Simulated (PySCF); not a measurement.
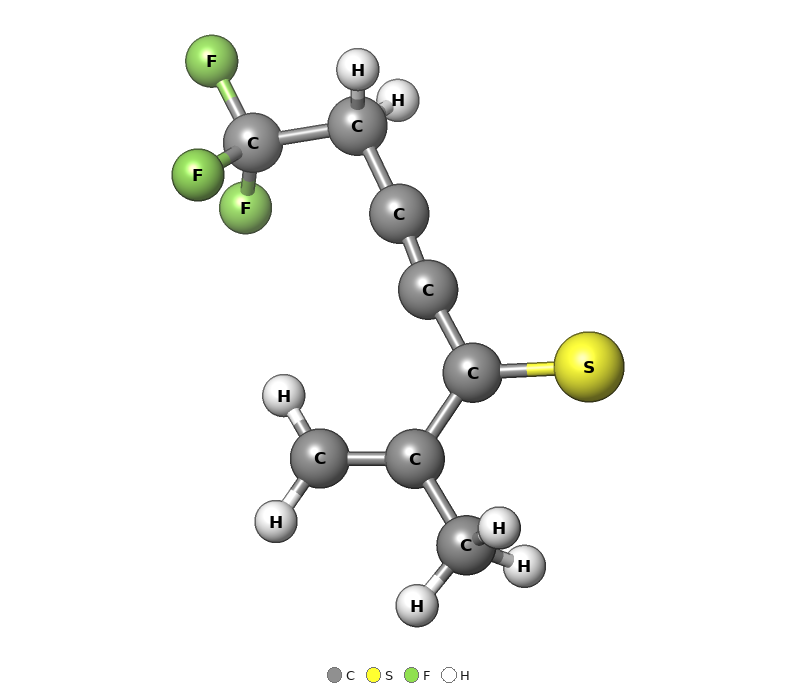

Rendered structure (ball-and-stick style).

The computed structure is the end point of a GFN2-xTB optimisation. No frequency run is at hand to confirm it as a minimum.

Identify the structure.

It has 19 atoms: 8 carbon, 7 hydrogen, 3 fluorine and 1 sulfur (C₈H₇F₃S). As SMILES it reads `C=C(C)C(=S)C#CCC(F)(F)F`. It has no ring. Among its groups: alkene, alkyne, C–F bond. Coordination: 3 C trigonal planar; 3 C tetrahedral; 2 C linear.

More results for the same structure follow; atom numbers are the same in all pictures, views and colours differ.

## Dipole moment

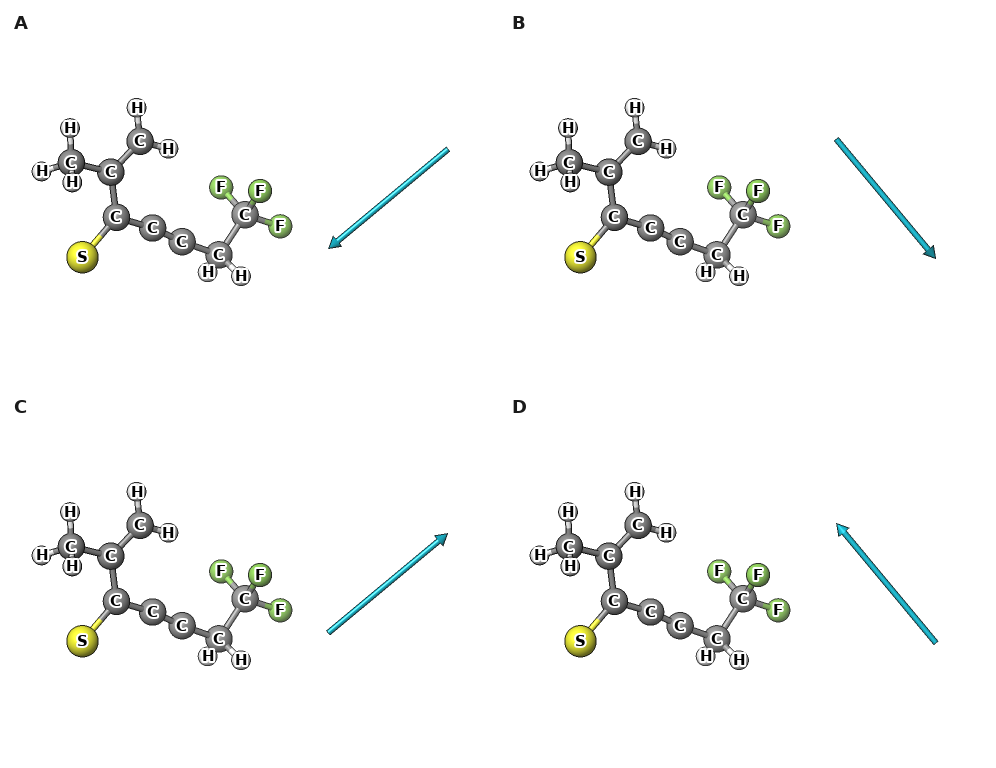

The same molecule four times, each with an arrow. No frequency run is at hand to confirm it as a minimum. Level of theory: PBE0/pcSseg-1, gas phase (PySCF 2.14.0).

Which arrow points along the dipole moment, from the negative to the positive end?

Answer. C. The dipole moment is 0.92 D.

## NMR shielding

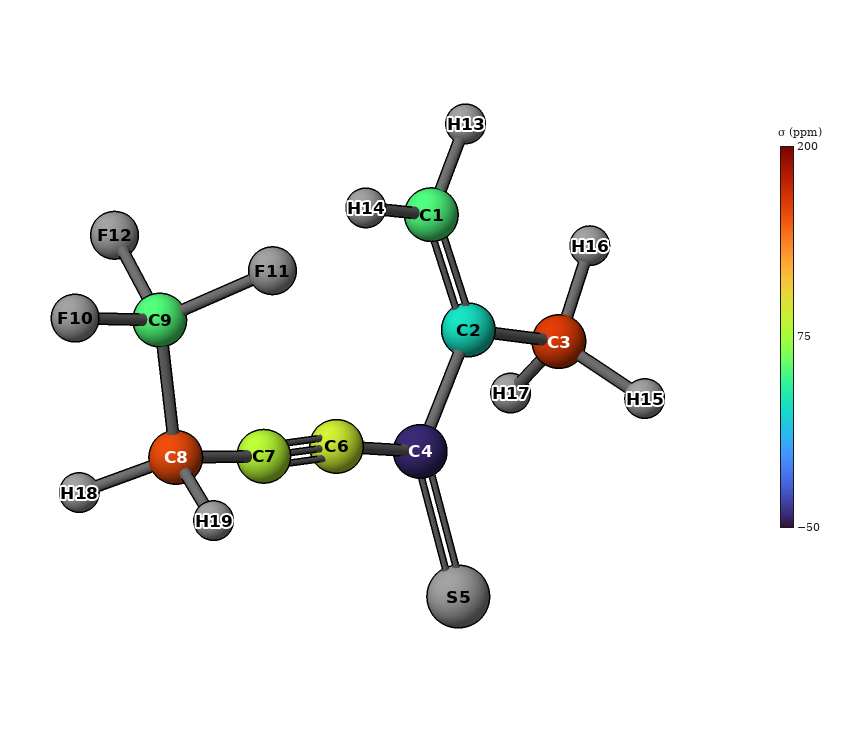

Atoms are coloured by their isotropic NMR shieldings (C only, the others grey). No frequency run is at hand to confirm it as a minimum. Method: GIAO PBE0/pcSseg-1 NMR shielding, non-relativistic, gas phase (PySCF 2.14.0).

Give the isotropic NMR shieldings of the C atoms atom by atom.

| atom | σ (ppm) |
| --- | --- |
| C1 | 51.6 |
| C2 | 29.6 |
| C3 | 162.5 |
| C4 | −41.3 |
| C6 | 91.4 |
| C7 | 82.8 |
| C8 | 155.9 |
| C9 | 53.0 |

## Bond orders

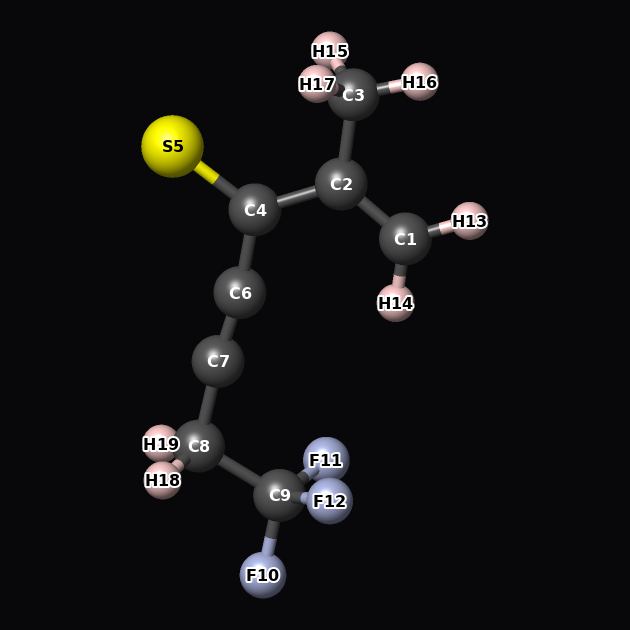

Every bond is drawn as one stick. No frequency run is at hand to confirm it as a minimum. Method: PBE0/pcSseg-1 (PySCF 2.14.0).

List the Mayer bond orders of C1–C2, C2–C3, C2–C4, C4–S5, C4–C6, C6–C7, C7–C8, C8–C9, C9–F10, C9–F11, C9–F12 (bonds between heavy atoms, one of each equivalent set).

| bond | Mayer order | length (Å) |
| --- | --- | --- |
| C1–C2 | 1.91 | 1.338 |
| C2–C3 | 1.07 | 1.494 |
| C2–C4 | 1.04 | 1.454 |
| C4–S5 | 1.88 | 1.647 |
| C4–C6 | 0.98 | 1.406 |
| C6–C7 | 2.22 | 1.206 |
| C7–C8 | 1.13 | 1.446 |
| C8–C9 | 1.04 | 1.523 |
| C9–F10 | 1.00 | 1.342 |
| C9–F11 | 1.01 | 1.339 |
| C9–F12 | 1.00 | 1.340 |
